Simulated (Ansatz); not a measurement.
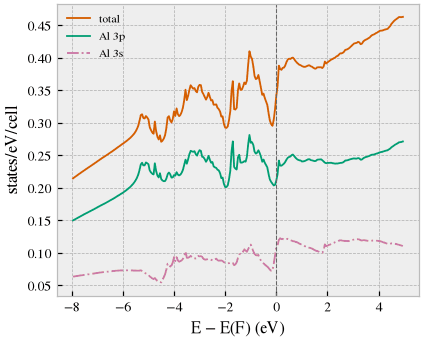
*Total and projected density of states of Al (fcc (Cu type), space group No. 225), plane-wave PAW r²SCAN (Ansatz code)*

Q: Which orbitals carry the states next to the Fermi level?

A: Within 0.5 eV of the Fermi level: Al 3p 65 %, Al 3s 29 %, outside the projected shells 6 %. Projections are on Löwdin-orthogonalised atomic valence shells; empty p or d shells of many metals are not among them.

Q: Where is the tallest occupied peak in this window, and what makes it?

A: Near -1.0 eV, about 0.41 states/eV per cell; the largest projected share is Al 3p.

Space group Fm-3m (fcc (Cu type)). The r²SCAN relaxation kept the symmetry of its start.

Potentials: the later of the program's two PAW sets.
